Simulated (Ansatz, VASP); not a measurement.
**Cross-check of MgO (Periclase) between VASP and Ansatz**

Wanted: the spread between two codes on one cell, functional and k mesh. Valence electrons are named where the data sets of a main pair hold unlike numbers.

Calculated with Ansatz 0.2.0; plane waves, with VASP 6.6.1 beside it; band structure at PBE.

The database entry behind the starting cell differs from later determinations by our own check (about 0.1 % long), so it need not match the best structure at ambient conditions.

### Step 1. Set-up

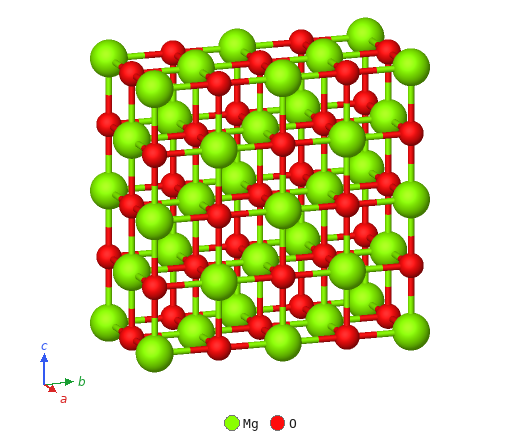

The starting structure, seen slightly off an axis (magnesium green, oxygen red). 1×2×2 cells are drawn. This picture shows the conventional cell, with its axes. Some periodic images of atoms are drawn too.

### Step 2. VASP: band structure, PBE

The same path points are solved in both programs, so levels can be compared one by one.

Lines of VASP's logs that name or quote its potential files are left out, and so is its time.

INCAR

```
SYSTEM = MgO
PREC = Accurate
ENCUT = 440
EDIFF = 1E-08
NELM = 100
ISMEAR = 0
SIGMA = 0.01
LREAL = .FALSE.
ALGO = Normal
GGA = PE
NBANDS = 10
LORBIT = 11
LWAVE = .TRUE.
LCHARG = .FALSE.
KPAR = 8
```

POSCAR

```
MgO
1.0
    0.0000000000      2.1085000000      2.1085000000
    2.1085000000      0.0000000000      2.1085000000
    2.1085000000      2.1085000000      0.0000000000
Mg O
1 1
Direct
    0.0000000000      0.0000000000      0.0000000000
    0.5000000000      0.5000000000      0.5000000000
```

KPOINTS

```
Automatic mesh
0
Gamma
8 8 8
0 0 0
```

KPOINTS_OPT

```
Line mode
12
Line-mode
Reciprocal
  0.00000000   0.00000000   0.00000000 GAMMA
  0.50000000   0.00000000   0.50000000 X

  0.50000000   0.00000000   0.50000000 X
  0.50000000   0.25000000   0.75000000 W

  0.50000000   0.25000000   0.75000000 W
  0.37500000   0.37500000   0.75000000 K

  0.37500000   0.37500000   0.75000000 K
  0.00000000   0.00000000   0.00000000 GAMMA

  0.00000000   0.00000000   0.00000000 GAMMA
  0.50000000   0.50000000   0.50000000 L

  0.50000000   0.50000000   0.50000000 L
  0.62500000   0.25000000   0.62500000 U

  0.62500000   0.25000000   0.62500000 U
  0.50000000   0.25000000   0.75000000 W

  0.50000000   0.25000000   0.75000000 W
  0.50000000   0.50000000   0.50000000 L

  0.50000000   0.50000000   0.50000000 L
  0.37500000   0.37500000   0.75000000 K

  0.62500000   0.25000000   0.62500000 U
  0.50000000   0.00000000   0.50000000 X
```

Potentials, in the order of the species: Mg_GW and O_GW (PBE family, release 64).

Command:

```bash
> mpirun -np 8 vasp_std
```

Numbers of over 12 decimals in the logs are rounded to 6 here.

Log:

```text
[banner, memory and clock lines left out]
running    8 mpi-ranks, on    1 nodes
 distrk:  each k-point on    1 cores,    8 groups
 distr:  one band on    1 cores,    1 groups

 POSCAR found type information on POSCAR MgO
 POSCAR found :  2 types and       2 ions
|                                                                             |
|           W    W    AA    RRRRR   N    N  II  N    N   GGGG   !!!           |
|           W    W   A  A   R    R  NN   N  II  NN   N  G    G  !!!           |
|           W    W  A    A  R    R  N N  N  II  N N  N  G       !!!           |
|           W WW W  AAAAAA  RRRRR   N  N N  II  N  N N  G  GGG   !            |
|           WW  WW  A    A  R   R   N   NN  II  N   NN  G    G                |
|           W    W  A    A  R    R  N    N  II  N    N   GGGG   !!!           |
|                                                                             |
|     For optimal performance we recommend to set                             |
|       NCORE = 2 up to number-of-cores-per-socket                            |
|     NCORE specifies how many cores store one orbital (NPAR=cpu/NCORE).      |
|     This setting can greatly improve the performance of VASP for DFT.       |
|     The default, NCORE=1 might be grossly inefficient on modern             |
|     multi-core architectures or massively parallel machines. Do your        |
|     Unfortunately you need to use the default for GW and RPA                |
|     calculations (for HF NCORE is supported but not extensively tested      |
|     yet).                                                                   |
|                                                                             |

 LDA part: xc-table for (Slater+PW92), standard interpolation
 POSCAR, INCAR and KPOINTS ok, starting setup
 FFT: planning ... GRIDC
 FFT: planning ... GRID_SOFT
 FFT: planning ... GRID
 WAVECAR not read
 entering main loop
       N       E                     dE             d eps       ncg     rms          rms(c)
DAV:   1     0.319839757487E+02    0.31984E+02   -0.49999E+03   628   0.676E+02
DAV:   2    -0.122092186829E+02   -0.44193E+02   -0.40861E+02   640   0.214E+02
DAV:   3    -0.134701071858E+02   -0.12609E+01   -0.12596E+01   780   0.324E+01
DAV:   4    -0.134749453517E+02   -0.48382E-02   -0.48377E-02   686   0.207E+00
DAV:   5    -0.134749840928E+02   -0.38741E-04   -0.38740E-04   780   0.172E-01    0.712E+00
DAV:   6    -0.119437662876E+02    0.15312E+01   -0.89869E+00   804   0.280E+01    0.234E+00
DAV:   7    -0.119258645855E+02    0.17902E-01   -0.49986E-02   674   0.327E+00    0.136E+00
DAV:   8    -0.119186336995E+02    0.72309E-02   -0.28516E-02   626   0.294E+00    0.170E-01
DAV:   9    -0.119185715696E+02    0.62130E-04   -0.21959E-03   824   0.571E-01    0.772E-02
DAV:  10    -0.119186085847E+02   -0.37015E-04   -0.44764E-04   650   0.244E-01    0.600E-03
DAV:  11    -0.119186088701E+02   -0.28539E-06   -0.48369E-06   678   0.244E-02    0.346E-03
DAV:  12    -0.119186087664E+02    0.10369E-06   -0.34513E-07   668   0.565E-03    0.150E-03
DAV:  13    -0.119186087161E+02    0.50280E-07   -0.17789E-07   782   0.474E-03    0.729E-05
DAV:  14    -0.119186087042E+02    0.11855E-07   -0.78155E-10   372   0.365E-04    0.267E-05
DAV:  15    -0.119186087017E+02    0.25807E-08   -0.20416E-10   376   0.220E-04
   1 F= -.11918609E+02 E0= -.11918609E+02  d E =-.219966E-13
 Start KPOINTS_OPT (optional k-point list driver)
k-point batch [1-29\120]
       N       E                     dE             ncg
DAV:   1     0.559500937528E+03   -0.81665E+04      620
DAV:   2    -0.501780677772E+03   -0.10613E+04      676
DAV:   3    -0.534337232083E+03   -0.32557E+02      748
DAV:   4    -0.534499681063E+03   -0.16245E+00      680
DAV:   5    -0.534501408973E+03   -0.17279E-02      776
DAV:   6    -0.534501430326E+03   -0.21353E-04      726
DAV:   7    -0.534501430577E+03   -0.25008E-06      814
DAV:   8    -0.534501430578E+03   -0.18085E-08      650
[...]
k-point batch [117-120\120]
       N       E                     dE             ncg
DAV:   1     0.856084188824E+04   -0.13613E+04       96
DAV:   2     0.843992134528E+04   -0.12092E+03       94
DAV:   3     0.843695950399E+04   -0.29618E+01       96
DAV:   4     0.843694010540E+04   -0.19399E-01      106
DAV:   5     0.843693992308E+04   -0.18232E-03      108
DAV:   6     0.843693992164E+04   -0.14412E-05      100
DAV:   7     0.843693992162E+04   -0.21670E-07      116
DAV:   8     0.843693992162E+04    0.85493E-10       84
 writing wavefunctions
```

OUTCAR, selected parts (step 2):

```text
ion  position               nearest neighbor table
   1  0.000  0.000  0.000-   2 2.11   2 2.11   2 2.11   2 2.11   2 2.11   2 2.11
   2  0.500  0.500  0.500-   1 2.11   1 2.11   1 2.11   1 2.11   1 2.11   1 2.11

  LATTYP: Found a face centered cubic cell.
 ALAT       =     4.2170000000

 Subroutine GETGRP returns: Found 48 space group operations
 (whereof 48 operations were pure point group operations)

The static configuration has the point symmetry O_h .

 Found     29 irreducible k-points:

   k-points           NKPTS =     29   k-points in BZ     NKDIM =     29   number of bands    NBANDS=     10

   dimension x,y,z NGX =    20 NGY =   20 NGZ =   20
   dimension x,y,z NGXF=    40 NGYF=   40 NGZF=   40

   ENCUT  =  440.0 eV  32.34 Ry    5.69 a.u.   5.10  5.10  5.10*2*pi/ulx,y,z

   NELECT =       8.0000    total number of electrons

 k-points in reciprocal lattice and weights: Automatic mesh
   0.00000000  0.00000000  0.00000000       0.002
   0.12500000  0.00000000  0.00000000       0.016
   0.25000000  0.00000000  0.00000000       0.016
   0.37500000  0.00000000  0.00000000       0.016
   0.50000000  0.00000000  0.00000000       0.008
   0.12500000  0.12500000  0.00000000       0.012
   0.25000000  0.12500000  0.00000000       0.047
   0.37500000  0.12500000  0.00000000       0.047
   0.50000000  0.12500000  0.00000000       0.047
[...]
-0.37500000  0.50000000  0.12500000       0.023
  -0.25000000  0.50000000  0.25000000       0.012

 average (electrostatic) potential at core
       1 -35.0746       2 -69.6292

 E-fermi :   3.2038

 k-point     1 :       0.0000    0.0000    0.0000
  band No.  band energies     occupation
      1     -14.0913      2.00000
      2       3.1578      2.00000
      3       3.1578      2.00000
      4       3.1578      2.00000
      5       7.8492      0.00000
      6      18.9458      0.00000
      7      18.9458      0.00000
      8      18.9458      0.00000
      9      22.8513      0.00000
    ...

 k-point     2 :       0.1250    0.0000    0.0000
  band No.  band energies     occupation
      1     -13.9273      2.00000
      2       2.2092      2.00000
      3       3.0588      2.00000
      4       3.0588      2.00000
      5       8.7655      0.00000
      6      17.2645      0.00000
      7      19.2999      0.00000
      8      19.2999      0.00000
      9      23.6010      0.00000
    ...

 k-point     3 :       0.2500    0.0000    0.0000
  band No.  band energies     occupation
      1     -13.5070      2.00000
      2       0.5085      2.00000
      3       2.8225      2.00000
      4       2.8225      2.00000
      5      10.2137      0.00000
      6      15.7125      0.00000
      7      19.7661      0.00000
      8      19.7661      0.00000
      9      23.2194      0.00000
    ...

  Total       -0.0348198     -0.0348198     -0.0348198      0.0000000     -0.0000000      0.0000000
  in kB       -2.9756773     -2.9756773     -2.9756773      0.0000000     -0.0000000      0.0000000
  external PRESSURE =      -2.9756773 kB  Pullay stress =       0.0000000 kB

  energy-cutoff  :      440.00
  volume of cell :       18.75
      direct lattice vectors                 reciprocal lattice vectors
     0.000000000  2.108500000  2.108500000    -0.237135404  0.237135404  0.237135404
     2.108500000  0.000000000  2.108500000     0.237135404 -0.237135404  0.237135404
     2.108500000  2.108500000  0.000000000     0.237135404  0.237135404 -0.237135404

 POSITION                                       TOTAL-FORCE (eV/Angst)
 -----------------------------------------------------------------------------------
      0.00000      0.00000      0.00000         0.000000      0.000000      0.000000
      2.10850      2.10850      2.10850        -0.000000     -0.000000     -0.000000
 -----------------------------------------------------------------------------------
    total drift:                                0.000000      0.000000      0.000000

  FREE ENERGIE OF THE ION-ELECTRON SYSTEM (eV)
  ---------------------------------------------------
  free  energy   TOTEN  =       -11.9186087017 eV

  energy  without entropy=      -11.9186087017  energy(sigma->0) =      -11.91860870

 total charge
# of ion       s       p       d       tot
------------------------------------------
    1        0.145   0.178   0.079   0.402
    2        1.521   3.516   0.000   5.038
--------------------------------------------------
tot          1.667   3.695   0.079   5.440

[... 3 further parts left out ...]
```

The run ends at a pressure of -0.30 GPa.

### Step 3. Ansatz: band structure, PBE

Ansatz runs on its default PAW (the set named soft_2) files.

The same cell, functional, mesh and smearing now go to Ansatz, which takes its cutoff from its data sets.

input.yaml

```yaml
crystal:
  lattice:
    - [0.0, 2.1085, 2.1085]
    - [2.1085, 0.0, 2.1085]
    - [2.1085, 2.1085, 0.0]
  atoms:
    - { symbol: Mg, position: [0.0, 0.0, 0.0] }
    - { symbol: O, position: [0.5, 0.5, 0.5] }
hamiltonian:
  xc: pbe
  pseudopotentials: { kind: paw }
kpoints:
  mp_grid: { grid: [8, 8, 8] }
  band_path:
    path:
      - [0.0, 0.0, 0.0]
      - [0.18182, 0.0, 0.18182]
      - [0.36364, 0.0, 0.36364]
      - [0.5, 0.0, 0.5]
      - [0.5, 0.09091, 0.59091]
      - [0.5, 0.18182, 0.68182]
      - [0.5, 0.25, 0.75]
      - [0.45455, 0.29545, 0.75]
      - [0.40909, 0.34091, 0.75]
      - [0.375, 0.375, 0.75]
      - [0.20455, 0.20455, 0.40909]
      - [0.06818, 0.06818, 0.13636]
      - [0.04545, 0.04545, 0.04545]
      - [0.22727, 0.22727, 0.22727]
      - [0.40909, 0.40909, 0.40909]
      - [0.51136, 0.47727, 0.51136]
      - [0.55682, 0.38636, 0.55682]
      - [0.60227, 0.29545, 0.60227]
      - [0.61364, 0.25, 0.63636]
      - [0.56818, 0.25, 0.68182]
      - [0.51136, 0.25, 0.73864]
      - [0.5, 0.29545, 0.70455]
      - [0.5, 0.38636, 0.61364]
      - [0.5, 0.47727, 0.52273]
      - [0.47727, 0.47727, 0.54545]
      - [0.43182, 0.43182, 0.63636]
      - [0.38636, 0.38636, 0.72727]
      - [0.60227, 0.20455, 0.60227]
      - [0.55682, 0.11364, 0.55682]
      - [0.5, 0.0, 0.5]
    npoints: 1
scf:
  occupations: { method: gaussian, width: 0.01 }
  n_extra_bands: 7
output:
  forces: true
  stress: true
  eigenvalues: true
```

Command:

```bash
> ansatz run input.yaml --threads 2 --pin off --max-ram 4608MiB --backend cpu --events-out ev --progress --plain --runs-dir out
```

Log:

```text
scf.n_extra_bands = 7 over 8 filled bands (N_el = 16.0): the run solves 15 bands
Engine: ansatz 0.2.0, x86_64-unknown-linux-gnu
Pseudopotentials: kind: paw
Pseudopotential: Mg, paw, valence charge 10, recommended cutoff 420 eV (normal), Mg.paw.azcp
Pseudopotential: O, paw, valence charge 6, recommended cutoff 420 eV (normal), O.paw.azcp
Functional definition: PBE
  parameter kappa = 0.804
  parameter beta = 0.066725
  exchange = pbe_x(kappa = kappa, mu = beta*pi^2/3)
  correlation = pbe_c(beta = beta)
Crystal: 2 atoms, lattice volume = 18.748 Å³
Basis set: ecut = 420 eV, 339 PW (Γ), exchange–correlation on 40×40×40 points (8 copies of the dense FFT grid, shifted against one another)
Bands: 15, of which v1, the nominal top of the filled ones, is band 8 counted from 1 (7 counted from 0)
Symmetry: 48 space group operations
Space group: Fm-3m (ITA 225), of the structure as read, at distance tolerance 2.7e-5 Å
k-points: 29 of 512
Non-local potential: Mg, projectors of the file, l = 0: 3, l = 1: 2, l = 2: 1
Non-local potential: O, projectors of the file, l = 0: 2, l = 1: 2, l = 2: 1
PAW form: soft (Blöchl's): semilocal exchange-correlation on the pseudo side does not see the compensation charge
PAW one-centre angular grid: Mg, 110 points (default); XC on 64 Gauss nodes
PAW one-centre angular grid: O, 110 points (default); XC on 64 Gauss nodes
Initial density: superposition of atomic densities (neutral atoms: chi_scale 0, normalization atom), corrected by the library's trained network
Initial wavefunctions: pseudopotential atomic-orbital guess
Functional: x = pbe(κ = 0.804, μ = 0.219515), c = pbe(β = 0.066725)
SCF iter   1: F=—  HF=-2494.131961 eV  |F-HF|=—  |Δ(HF+E_count)|=         —  Δρ=6.13e-4  dr2=1.64e-5  ethr=1.77e-3  ⟨swp⟩=5.9  Hψ=2356  notcnv=0
preconditioner: auto → none  [insulator: Δε(μ)=4.708 eV  Ē_g=22.600 eV  σ=0.010 eV  W_gap=1.00  n_scr=8 (ndim 8)  ℏωp=24.3 eV  f_vac=0.000  D(μ)=0.00/eV (n_scr^D=0)  ε∞_Penn≈2.2]
SCF iter   2: F=—  HF=-2494.132646 eV  |F-HF|=—  |Δ(HF+E_count)|=   6.85e-4  Δρ=4.25e-4  dr2=1.66e-5  ethr=1.02e-7  ⟨swp⟩=3.0  Hψ=1071  notcnv=0  defer=21
SCF iter   3: F=—  HF=-2494.132662 eV  |F-HF|=—  |Δ(HF+E_count)|=   1.64e-5  Δρ=2.58e-4  dr2=5.49e-6  ethr=1.02e-7  ⟨swp⟩=1.0  Hψ=376  notcnv=0  defer=21
SCF iter   4: F=—  HF=-2494.132682 eV  |F-HF|=—  |Δ(HF+E_count)|=   1.95e-5  Δρ=5.30e-5  dr2=2.87e-7  ethr=3.43e-8  ⟨swp⟩=2.0  Hψ=492  notcnv=0  defer=21
iter 5 did not close the SCF: its close was put off for the readings that it lacked (scf_convergence_deferred on its scf_iter line)
SCF iter   5: F=-2494.132682 eV  HF=-2494.132682 eV  |F-HF|=2.10e-8  |Δ(HF+E_count)|=   3.99e-8  Δρ=1.39e-5  dr2=2.16e-8  ethr=1.80e-9  ⟨swp⟩=2.5  Hψ=563  notcnv=0  defer=21
SCF iter   6: F=-2494.132682 eV  HF=-2494.132682 eV  |F-HF|=5.20e-9  |Δ(HF+E_count)|=   6.08e-9  Δρ=6.44e-6  dr2=5.27e-9  ethr=1.35e-10  ⟨swp⟩=4.0  Hψ=1638  notcnv=0
SCF 1 converged in 6 iterations: F = -2494.132682 eV  dr2 = 5.27e-9
  greatest PAW one-centre occupation: 1.000 electrons in one spin orbital (limit 2), on the Mg atom at site 0 (counted from 0), in its partial waves of l = 0
NSCF: frozen V_eff on 30 k-points
SCF converged after 6 iterations
Free energy (F): -2494.132682 eV
Harris-Foulkes:  -2494.132682 eV  (|F-HF|=5.20e-9)
Internal energy: -2494.132682 eV  (E = F + TS)
E sigma→0 (E₀):  -2494.132682 eV
Fermi energy:    10.445916 eV
--- Per-component energies (eV) ---
  E_band       = -293.272026
  E_kinetic    = 255.750421
  E_local      = -1604.634850  (includes V_loc(G=0)·N_el)
  E_nonlocal   = 142.806600
  E_hartree    = 555.153917
  E_xc         = -105.260252
  E_vxc        = -134.890716  (∫ρ·V_xc dr)
  E_paw        = -450.094161  (= ΣΔE_a)
  E_vpaw       = -62.612161  (= ΣTr[D̂ρ^β])
  E_aug_tail   = 0.002520  (compensation charges beyond the density's cutoff)
  E_ewald      = -1287.856876
  E_smearing   = -0.000000  (= −TS)
  E_closure    = 0.000000  (closes the sum)
  Σ components = -2494.132682   (vs F -2494.132682, Δ=0.00e0)
--- Forces (eV/Å), atoms counted from 1 ---
  atom   1  Mg    -0.00000000     0.00000000     0.00000000
  atom   2  O      0.00000000    -0.00000000    -0.00000000
  max |Σ_I F_I| component: 1.42e-29 eV/Å
--- Stress (GPa, compression-positive) ---
        4.090861      -0.000000       0.000000
       -0.000000       4.090861       0.000000
        0.000000      -0.000000       4.090861
  P = ⅓ Tr σ = 4.0909 GPa (40.909 kbar)
--- Band table (eV; the first three rows and the last of 29) ---
  k-point 0: bands = [... 4 lower, -9.1430, 8.0914, 8.0914, 8.0914, 12.8004, 23.8927, 23.8927, 23.8927, ... 3 higher]
  k-point 1: bands = [... 4 lower, -8.9756, 7.1410, 7.9891, 7.9891, 13.7133, 22.2083, 24.2477, 24.2477, ... 3 higher]
  k-point 2: bands = [... 4 lower, -8.5420, 5.4463, 7.7543, 7.7543, 15.1632, 20.6567, 24.7386, 24.7386, ... 3 higher]
  k-point 28: bands = [... 4 lower, -7.5522, 5.1702, 5.1702, 6.3330, 19.7290, 19.7290, 20.2311, 23.5853, ... 3 higher]
```

Elapsed: 1.3 s, on 2 threads of Intel Xeon 6975P-C (Granite Rapids), shared host; peak memory 0.31 GiB.

In the SCF lines HF is the Harris–Foulkes energy and dr2 the Hartree energy of the density residual, in eV; the loop may stop once dr2 is under the threshold and the program's other checks hold. Hψ counts applications of the Hamiltonian.

### Step 4. Comparison

Known differences besides the potentials themselves: the data sets hold 16 valence electrons in Ansatz (on its default PAW (the set named soft_2) files) and 8 in VASP; the cutoff is 420 eV in Ansatz and 440 eV in VASP; VASP leaves aspherical gradient terms in its spheres out (LASPH is not set), Ansatz keeps them. Total energies have different zeros and are not compared.

The two programs side by side:

```csv
quantity,Ansatz,VASP,difference
gap over the path points (eV),4.709,4.691,+0.018
```

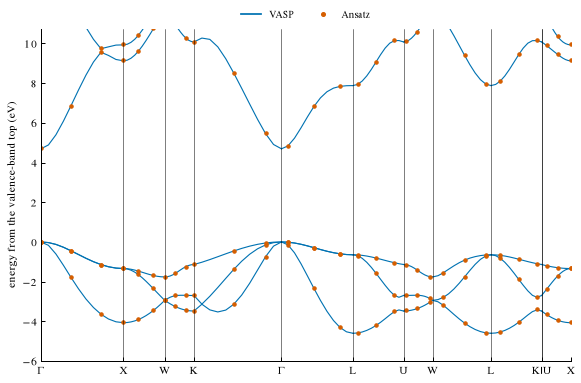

Bands from VASP (lines) and levels from Ansatz (dots). Dots without a line are higher empty bands that the VASP plot leaves out.

Levels at points of the path, from each program's valence-band top (eV; 3 filled, then empty):

| k (reciprocal lattice) | Ansatz | VASP |
| --- | --- | --- |
| 0.000 0.000 0.000 | 0.00 0.00 0.00 4.71 15.80 | 0.00 0.00 0.00 4.69 15.79 |
| 0.182 0.000 0.182 | -1.78 -0.44 -0.44 6.87 12.41 | -1.78 -0.44 -0.44 6.86 12.40 |
| 0.364 0.000 0.364 | -3.62 -1.14 -1.14 9.57 9.75 | -3.64 -1.14 -1.14 9.55 9.73 |
| 0.500 0.000 0.500 | -4.04 -1.33 -1.33 9.14 9.95 | -4.07 -1.34 -1.34 9.12 9.93 |
| 0.500 0.091 0.591 | -3.88 -1.64 -1.46 9.63 10.44 | -3.91 -1.65 -1.47 9.61 10.41 |
| 0.500 0.182 0.682 | -3.42 -2.34 -1.69 10.76 11.59 | -3.45 -2.36 -1.69 10.75 11.57 |
| 0.500 0.250 0.750 | -2.92 -2.92 -1.76 11.64 11.64 | -2.94 -2.94 -1.76 11.63 11.63 |
| 0.455 0.295 0.750 | -3.23 -2.69 -1.58 10.95 11.97 | -3.25 -2.71 -1.58 10.94 11.95 |
| 0.409 0.341 0.750 | -3.41 -2.68 -1.24 10.28 11.79 | -3.44 -2.69 -1.24 10.26 11.77 |
| 0.375 0.375 0.750 | -3.45 -2.69 -1.13 10.10 11.75 | -3.48 -2.70 -1.14 10.08 11.73 |

Among the levels compared at these points, filled levels agree within 31 meV and empty ones within 27 meV. Not compared: the pressure (VASP's GW data sets at this cutoff don't carry it).

### Step 5. Other set-ups

Further runs change the set-up of one program: Ansatz's method, potentials or start, or VASP's data sets, cutoff or form of LDA. The table gives that difference for each run.

```csv
run,gap over the path points (eV)
as above,0.018
Ansatz's all-electron LAPW method,0.013
Ansatz's larger PAW set (cutoff 900 eV),0.013
norm-conserving potentials (cutoff 1240 eV),0.022
```

### Step 6. Summary of results

```json
{"largest difference of a filled level at the path points (band structure, PBE)": "31 meV"}
```

The largest difference of a filled level at the path points is 31 meV (band structure, PBE), within the 80 meV picked in this series as the mark of a large difference. The data sets hold unlike numbers of valence electrons (16 in Ansatz and 8 in VASP), so part of the differences comes from the potentials. Band structure, PBE, Ansatz's all-electron LAPW method: the difference in gap over the path points goes from 0.018 to 0.013 eV. Band structure, PBE, Ansatz's larger PAW set (cutoff 900 eV): the difference in gap over the path points goes from 0.018 to 0.013 eV. Such differences can come from data sets, numerical settings and the points named under the comparisons, not from the functional's error against experiment.

[Lines on the potential files, build, host, timing and source positions are cut from VASP's logs without a mark.]

[Logs are printed without paths, hosts, clocks, repeated set-up lines and the standing remarks that a program may print on its own settings, such as how far it seeks lower states.]

[Hosts, paths, dates, database ids (printed as entryN), source tags and the programs' standing remarks are cut or masked in the printed files.]
